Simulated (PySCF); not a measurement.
**What a change does: NMR shielding calculation on C$_{2}$H$_{6}$BNSi**

System: C$_{2}$H$_{6}$BNSi, SMILES C#CBN[SiH3].
Method of run A: GIAO PBE0/6-31G* NMR shielding, non-relativistic, gas phase (PySCF 2.14.0).

The geometry comes from this level: PBE0-D3(BJ)/def2-SVP. Text and figures count atoms from 1; the logs count them from 0 in places.

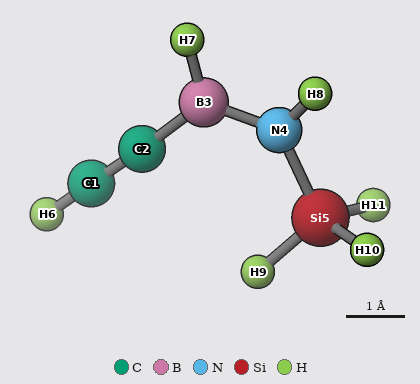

**Figure 1.** The input geometry (ball-and-stick view, seen at a tilt; atoms are numbered from 1 in the order of the input).

## Input file, run A
```
{"job": {"kind": "nmr", "xc": "PBE0", "basis": "6-31G*", "pop": true}, "charge": 0, "multiplicity": 1}
C      2.416967    -0.818247     0.805806
C      1.643008     0.020440     0.379847
B      0.712910     1.120628    -0.147036
N     -0.649574     0.888173    -0.405011
Si    -1.588765    -0.592968    -0.218338
H      3.095081    -1.562369     1.182995
H      1.163366     2.226987    -0.344418
H     -1.165232     1.698313    -0.737737
H     -0.655923    -1.739994    -0.077370
H     -2.450311    -0.759703    -1.427476
H     -2.484212    -0.505601     0.974974
```

The first line tells a small driver script what to run in PySCF; the rest is the geometry in Å.

Launched with:
```bash
OMP_NUM_THREADS=1 python <driver script> task.json out
```

Hardware: 1 CPU thread, shared host.

## Output (run A)
```
coarse grid: 9664 points
cycle   1  E = -448.5542158844  dE =  2.986e-01  |g| = 4.270e-01  |ddm| = 3.115e+00
cycle   2  E = -448.5286332194  dE =  2.558e-02  |g| = 5.374e-01  |ddm| = 8.491e-01
cycle   3  E = -448.5940119001  dE = -6.538e-02  |g| = 1.687e-01  |ddm| = 5.406e-01
cycle   4  E = -448.6013727775  dE = -7.361e-03  |g| = 4.016e-02  |ddm| = 1.606e-01
cycle   5  E = -448.6016933322  dE = -3.206e-04  |g| = 1.914e-02  |ddm| = 4.392e-02
cycle   6  E = -448.6017868068  dE = -9.347e-05  |g| = 1.550e-03  |ddm| = 1.674e-02
cycle   7  E = -448.6017874787  dE = -6.719e-07  |g| = 4.726e-04  |ddm| = 2.051e-03
final grid: 88776 points
cycle   8  E = -448.5548069685  dE = -1.400e-05  |g| = 6.039e-03  |ddm| = 1.908e-02
cycle   9  E = -448.5548007472  dE =  6.221e-06  |g| = 8.229e-03  |ddm| = 1.101e-02
cycle  10  E = -448.5548157499  dE = -1.500e-05  |g| = 1.039e-03  |ddm| = 6.108e-03
cycle  11  E = -448.5548160534  dE = -3.035e-07  |g| = 1.852e-04  |ddm| = 1.119e-03
cycle  12  E = -448.5548160562  dE = -2.766e-09  |g| = 1.588e-04  |ddm| = 2.760e-04
cycle  13  E = -448.5548160628  dE = -6.604e-09  |g| = 1.559e-05  |ddm| = 1.277e-04
cycle  14  E = -448.5548160629  dE = -5.593e-11  |g| = 4.965e-06  |ddm| = 1.984e-05
converged SCF energy = -448.5548160629

GIAO shielding tensors (ppm)
atom      isotropic    diamagn.    paramagn.     s11        s22        s33       span
  0 C       96.110     274.681    -178.571     37.762     44.225    206.344    168.581
  1 C      113.340     252.111    -138.771     23.515     24.740    291.766    268.251
  2 B       80.727     201.619    -120.892     50.623     66.785    124.771     74.148
  3 N      167.819     319.145    -151.326     63.247    189.101    251.108    187.861
  4 Si     441.997     881.802    -439.805    414.882    422.677    488.432     73.550
  5 H       28.953      30.512      -1.560     25.460     25.907     35.491     10.031
  6 H       26.881      28.663      -1.781     25.255     27.155     28.234      2.979
  7 H       28.544      28.592      -0.048     22.994     28.113     34.525     11.531
  8 H       26.401      31.081      -4.679     22.817     26.819     29.569      6.751
  9 H       27.141      29.032      -1.891     23.928     25.542     31.953      8.026
 10 H       27.071      29.328      -2.257     23.876     25.305     32.032      8.156
```

The input of run B differs as follows (lines with − go, lines with + come):
```diff
-"basis": "6-31G*"
+"basis": "cc-pVDZ"
```

Predict how the results change.

The total energy of run B is 19.0 kcal/mol lower, which measures the change of basis and not a stability. The HOMO goes from −7.55 to −7.71 eV. The LUMO goes from −0.62 to −0.82 eV. The dipole moment goes from 1.11 to 1.16 D. Of all shieldings, the largest change is that of Si5, by +24.1 ppm. The number of SCF iterations is the same. The basis functions go from 86 to 104.

## Output (run B)
```
coarse grid: 9664 points
cycle   1  E = -448.5279814217  dE =  3.295e-01  |g| = 4.051e-01  |ddm| = 6.365e+00
cycle   2  E = -448.4997846347  dE =  2.820e-02  |g| = 5.311e-01  |ddm| = 1.535e+00
cycle   3  E = -448.5642545035  dE = -6.447e-02  |g| = 1.587e-01  |ddm| = 8.154e-01
cycle   4  E = -448.5708033073  dE = -6.549e-03  |g| = 3.886e-02  |ddm| = 2.403e-01
cycle   5  E = -448.5711017289  dE = -2.984e-04  |g| = 1.886e-02  |ddm| = 6.591e-02
cycle   6  E = -448.5711934184  dE = -9.169e-05  |g| = 1.600e-03  |ddm| = 2.951e-02
cycle   7  E = -448.5711941751  dE = -7.568e-07  |g| = 4.666e-04  |ddm| = 4.335e-03
final grid: 88776 points
cycle   8  E = -448.5851005226  dE = -1.369e-05  |g| = 6.021e-03  |ddm| = 4.725e-02
cycle   9  E = -448.5850938758  dE =  6.647e-06  |g| = 8.317e-03  |ddm| = 2.146e-02
cycle  10  E = -448.5851093298  dE = -1.545e-05  |g| = 1.136e-03  |ddm| = 1.164e-02
cycle  11  E = -448.5851096812  dE = -3.514e-07  |g| = 2.634e-04  |ddm| = 2.174e-03
cycle  12  E = -448.5851096938  dE = -1.258e-08  |g| = 1.604e-04  |ddm| = 5.026e-04
cycle  13  E = -448.5851097004  dE = -6.654e-09  |g| = 1.603e-05  |ddm| = 1.953e-04
cycle  14  E = -448.5851097005  dE = -6.912e-11  |g| = 4.713e-06  |ddm| = 4.221e-05
converged SCF energy = -448.5851097005

GIAO shielding tensors (ppm)
atom      isotropic    diamagn.    paramagn.     s11        s22        s33       span
  0 C       94.574     263.511    -168.937     36.407     43.059    204.255    167.848
  1 C      111.189     255.526    -144.338     18.857     22.573    292.136    273.279
  2 B       79.281     206.107    -126.826     47.743     65.173    124.927     77.185
  3 N      165.464     301.621    -136.157     54.124    187.514    254.754    200.630
  4 Si     466.091     881.975    -415.884    440.942    445.258    512.073     71.132
  5 H       28.201      33.085      -4.885     24.523     25.050     35.029     10.506
  6 H       26.261      28.910      -2.649     24.404     26.666     27.714      3.309
  7 H       27.463      28.559      -1.097     22.107     27.322     32.959     10.852
  8 H       26.008      30.757      -4.750     22.383     26.398     29.242      6.859
  9 H       26.729      28.832      -2.103     23.427     24.973     31.788      8.361
 10 H       26.648      29.152      -2.503     23.372     24.712     31.861      8.489
```

## The two runs side by side

```csv
quantity,run A,run B
outcome,converged,converged
total energy (hartree),−448.554816,−448.585110
HOMO (eV),−7.55,−7.71
LUMO (eV),−0.62,−0.82
dipole moment (D),1.11,1.16
shielding of C1 (ppm),96.1,94.6
shielding of C2 (ppm),113.3,111.2
shielding of B3 (ppm),80.7,79.3
shielding of N4 (ppm),167.8,165.5
shielding of Si5 (ppm),442.0,466.1
shielding of H6 (ppm),29.0,28.2
shielding of H8 (ppm),28.5,27.5
SCF iterations,14,14
basis functions,86,104
wall time (shared host),6.9 s,8.9 s
```
